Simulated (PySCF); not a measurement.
# ClBr₂⁺: singlet, from a bent start

Where does singlet ClBr₂⁺ go from a bent start, is the end point a minimum, and what are its modes, charges and moments?

Method: B3LYP, basis Cl def2-SVP, Br def2-SVP, no relativity, density fitting; program: PySCF 2.14.0.

### Step 1. The starting structure

3 atoms, charge 1, spin multiplicity 1.

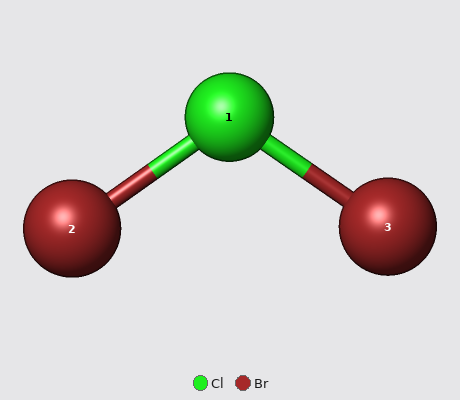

Start geometry, drawn with chlorine green, bromine red; atoms are numbered from 1 in the order of the file.

Z-matrix (Å, degrees; charge 1 multiplicity 1):
```
Cl
Br 1 2.0874
Br 1 2.0874 2 110.00
```

### Step 2. Relaxation: bent start, singlet

The steps below are one call of a driver around PySCF. For each, scf.py gives the equivalent set-up of the SCF; relaxations use the driver's own optimiser. Before each start the driver seeks the lowest SCF state from one or more starting densities and follows internal instabilities, so scf.py alone need not reach the same state.

The program finds C2v symmetry in the start, which this walk keeps. The walk stops when the largest gradient is under 0.0003 Eh/bohr and the energy has settled too.

Contents of scf.py:

```python
from pyscf import gto, scf, dft
mol = gto.M(atom='''
Cl     0.000000     0.000000    -0.980147
Br     1.709900    -0.000000     0.217153
Br    -1.709900     0.000000     0.217153''',
    basis={'Cl': 'def2-SVP', 'Br': 'def2-SVP'},
    charge=1, spin=0)
mf = dft.RKS(mol, xc='B3LYP')
mf.grids.atom_grid = (50, 194)
aux = {'Cl': 'def2-universal-JKFIT', 'Br': 'def2-universal-JKFIT'}
mf = mf.density_fit(auxbasis=aux)
mf.kernel()
```

The optimiser's trace:

| step | energy (Eh) | change (kJ/mol) | largest symmetric gradient (Eh/bohr) |
| --- | --- | --- | --- |
| 0 | -5607.374284 | 0.00 | 0.05103 |
| 1 | -5607.385175 | -28.59 | 0.01097 |
| 2 | -5607.386126 | -31.09 | 0.00390 |
| 3 | -5607.386339 | -31.65 | 0.00141 |
| 4 | -5607.386373 | -31.74 | 0.00120 |
| 5 | -5607.386383 | -31.77 | 0.00042 |
| 6 | -5607.386384 | -31.77 | 0.00005 |

The walk ran for 6.6 s (4 threads, shared host).

Positions (Å) and forces (eV/Å) along the way:

```
step 0
Cl   0.000   0.000  -0.980   0.000   0.000  -2.624
Br   1.710   0.000   0.217   2.144   0.000   1.312
Br  -1.710   0.000   0.217  -2.144   0.000   1.312
step 1
Cl   0.000   0.000  -1.042   0.000   0.000  -0.466
Br   1.772   0.000   0.248   0.564   0.000   0.233
Br  -1.772   0.000   0.248  -0.564   0.000   0.233
step 3
Cl   0.000   0.000  -1.036   0.000   0.000   0.073
Br   1.830   0.000   0.245   0.023   0.000  -0.036
Br  -1.830   0.000   0.245  -0.023   0.000  -0.036
step 6
Cl   0.000   0.000  -1.020   0.000   0.000   0.003
Br   1.846   0.000   0.237  -0.003   0.000  -0.001
Br  -1.846   0.000   0.237   0.003   0.000  -0.001
```

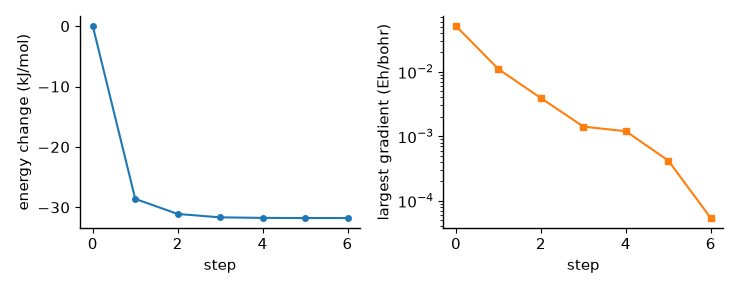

How energy and gradient fall.

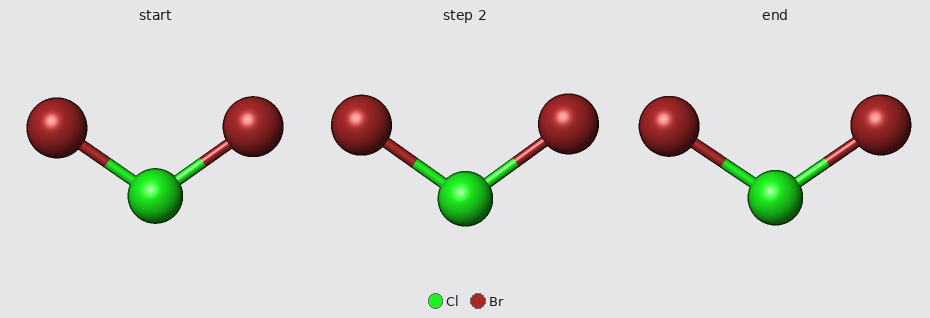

Start and end of the relaxation, with a step between.

It settles in C2v symmetry, 31.8 kJ/mol below the start, after 6 steps: Cl–Br 2.233 Å (×2); Br–Cl–Br 111.5°.

### Step 3. Hessian and properties

On the finer grid the gradient is checked again; gradients at displacements of ±0.01 bohr then give force constants and infrared intensities.

Changes to scf.py since step 2:

```diff
@@ -3,3 +3,3 @@
-Cl     0.000000     0.000000    -0.980147
-Br     1.709900    -0.000000     0.217153
-Br    -1.709900     0.000000     0.217153''',
+Cl     0.000000     0.000000    -1.028849
+Br     1.845757    -0.000000     0.227942
+Br    -1.845757     0.000000     0.227942''',
@@ -9 +9 @@
-mf.grids.atom_grid = (50, 194)
+mf.grids.atom_grid = (75, 302)
```

This SCF starts from the last density.

Log of the central SCF (cycles and frontier levels):

```text
init E= -5607.3864940456
  HOMO = -0.523628818262945  LUMO = -0.42308105199417  gap/eV = 2.73604
cycle= 1 E= -5607.38649404496  delta_E= 6.42e-10  |g|= 5.26e-05  |ddm|= 8.78e-05
  HOMO = -0.523628759276562  LUMO = -0.42307708661815  gap/eV = 2.73615
cycle= 2 E= -5607.38649404251  delta_E= 2.44e-09  |g|= 0.000105  |ddm|= 0.000174
  HOMO = -0.523628783566247  LUMO = -0.423079741499598  gap/eV = 2.73608
cycle= 3 E= -5607.3864940458  delta_E= -3.29e-09  |g|= 6.38e-07  |ddm|= 0.000116
  HOMO = -0.523628778944072  LUMO = -0.423079727653937  gap/eV = 2.73608
cycle= 4 E= -5607.3864940458  delta_E= -9.09e-13  |g|= 3.95e-08  |ddm|= 5.82e-07
  HOMO = -0.523628785563266  LUMO = -0.423079734001144  gap/eV = 2.73608
Extra cycle  E= -5607.3864940458  delta_E= 9.09e-13  |g|= 3.58e-08  |ddm|= 8.32e-08
converged SCF energy = -5607.3864940458
```

The whole step took 9.2 s.

Geometry: C2v; Cl–Br 2.233 Å (×2); Br–Cl–Br 111.5°.

Harmonic modes (main isotopes):

```json
{"symmetry": "a1", "ω (cm⁻¹)": "106", "IR (km/mol)": "0.4", "μ (u)": "64.65"}
{"symmetry": "b2", "ω (cm⁻¹)": "320", "IR (km/mol)": "21.6", "μ (u)": "40.49"}
{"symmetry": "a1", "ω (cm⁻¹)": "325", "IR (km/mol)": "0.0", "μ (u)": "43.64"}
```

All wavenumbers are real: a minimum.

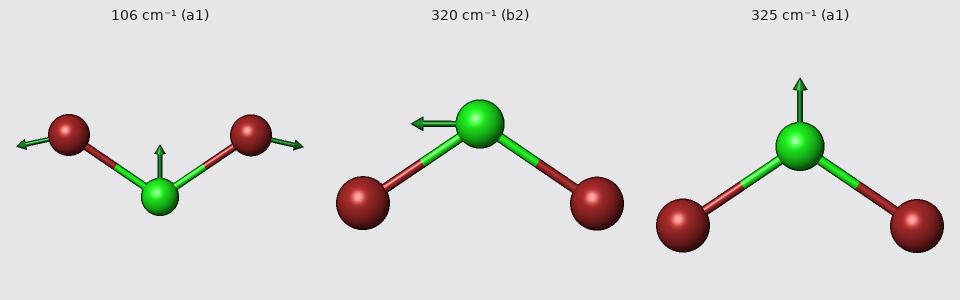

How the atoms move in 3 of the modes.

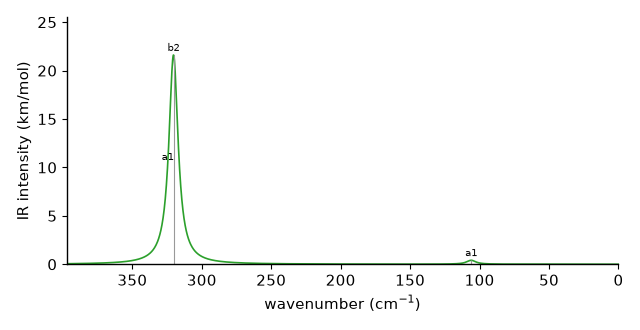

The harmonic infrared spectrum (widths in cm⁻¹). Lines are broadened to a width of 8 cm⁻¹ (Lorentzian).

Properties at this point:

```
Dipole moment about the centre of mass                          : 0.58 D
Highest occupied level                                          : -14.25 eV
Lowest empty level                                              : -11.51 eV
Rotational constants                                            : 0.3728, 0.03135, 0.02892 cm⁻¹
Zero-point energy                                               : 4.5 kJ/mol
Principal polarisabilities                                      : 23.6, 34.1, 88.8 bohr³
Principal traceless quadrupole moments about the centre of mass : -12.53, -4.70, 17.23 D Å
Entropy at 298.15 K and 1 bar                                   : 310.5 J/(mol K)
Heat capacity Cp at 298.15 K                                    : 55.0 J/(mol K)
Enthalpy at 298.15 K above 0 K                                  : 13.88 kJ/mol
Rotational symmetry number                                      : 2
```

Populations by atom (charges in e):

| atom | Mulliken | Löwdin | polar tensor | Mayer order to Cl1 |
| --- | --- | --- | --- | --- |
| Cl1 | 0.29 | 0.44 | 0.50 | – |
| Br2,3 | 0.36 | 0.28 | 0.25 | 0.92 |

Outer orbital energies (eV). occupied: -26.87, -19.95, -18.99, -18.10, -15.10, -14.94, -14.82, -14.25; empty: -11.51, -10.51, 1.30, 2.97.

Mulliken populations on Cl1: s 5.95, p 10.70, d 0.06.

### Step 4. Stability of the closed shell

At the lowest minimum the closed shell is tested against spin polarisation, on the (50, 194) grid. It is stable.

### Step 5. Outcome

| quantity | value |
| --- | --- |
| minimum | singlet, C2v |
| geometry | Cl–Br 2.233 Å (×2); Br–Cl–Br 111.5° |
| wavenumbers (cm⁻¹) | 106 (a1), 320 (b2), 325 (a1) |
| dipole moment (centre of mass) | 0.58 D |
| highest occupied, lowest empty level | -14.25, -11.51 eV |
| polar-tensor charge of Cl1 | +0.50 e |
| zero-point energy | 4.5 kJ/mol |
| entropy at 298.15 K | 310.5 J/(mol K) |

What this shows: The molecule stays C2v, as typed, and the end point is a minimum. The strongest infrared band lies at 320 cm⁻¹ (b2). Other starts or spin states, not run here, may lie lower.

The search up to here took 20 s.
